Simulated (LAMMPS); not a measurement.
An MD run on NiAl (CsCl type), 1024 atoms, at 1140 K and 0 GPa, heated as the crystal.

Method: classical MD, pair style meam, file MoCoNiVFeAlCr_2nn.meam (LAMMPS).

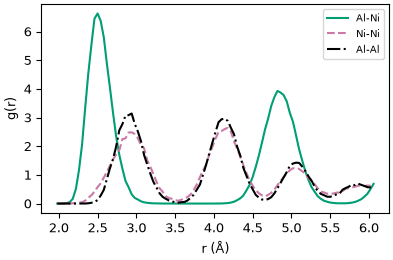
*g(r) against r (Å)*

Read from the full data:
- state found: crystal; no diffusion seen in 30 ps
- first peak of g(r), Al-Ni: 2.50 Å, height 6.6
- coordination number of Al by Ni: 8.00 (counted to 3.70 Å)
- coordination number of Ni by Al: 8.00 (counted to 3.70 Å)
- first peak of g(r), Ni-Ni: 2.94 Å, height 2.5
